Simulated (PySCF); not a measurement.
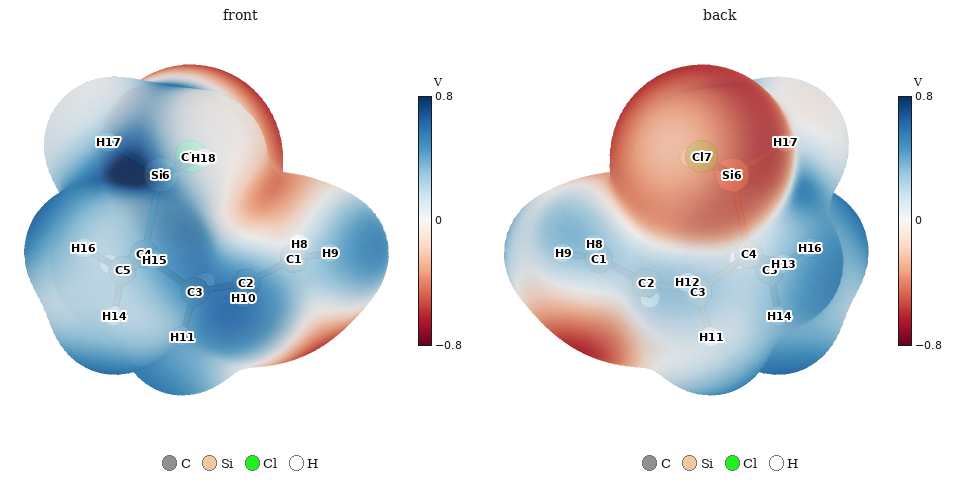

Figure. C5H11ClSi. The molecular electrostatic potential painted on the density surface at 0.001 e/bohr³, seen from the front and from behind; red is negative and blue positive.

Geometry: GFN2-xTB.

All numbers below come from PBE0/pcSseg-1, SCF density, gas phase, non-relativistic (PySCF 2.14.0).

| atom | x (Å) | y (Å) | z (Å) |
| --- | --- | --- | --- |
| C | 2.4348 | 0.5401 | 0.2008 |
| C | 1.5400 | -0.3774 | -0.1158 |
| C | 0.4383 | -0.1699 | -1.1047 |
| C | -0.9554 | -0.1378 | -0.4502 |
| C | -1.3089 | -1.4842 | 0.1793 |
| Si | -1.1339 | 1.2779 | 0.8197 |
| Cl | -0.5995 | 3.0184 | -0.0468 |
| H | 2.4296 | 1.5163 | -0.2560 |
| H | 3.2122 | 0.3549 | 0.9230 |
| H | 1.5744 | -1.3520 | 0.3533 |
| H | 0.4598 | -0.9830 | -1.8380 |
| H | 0.6023 | 0.7699 | -1.6366 |
| H | -1.6735 | 0.0394 | -1.2613 |
| H | -1.1841 | -2.2917 | -0.5412 |
| H | -0.6777 | -1.6920 | 1.0394 |
| H | -2.3431 | -1.4874 | 0.5161 |
| H | -2.5377 | 1.3943 | 1.2168 |
| H | -0.2865 | 1.0707 | 1.9904 |

Which sites attract a positive test charge, and which a negative one?

Answer. A positive charge is drawn to the negative regions and a negative charge to the positive ones. The most negative region (about −0.6 V) lies over C1, C2 and Cl7, the most positive (about +0.8 V) over Si6.

How polar is the molecule by this calculation?

Answer. Its dipole moment is 1.92 D.
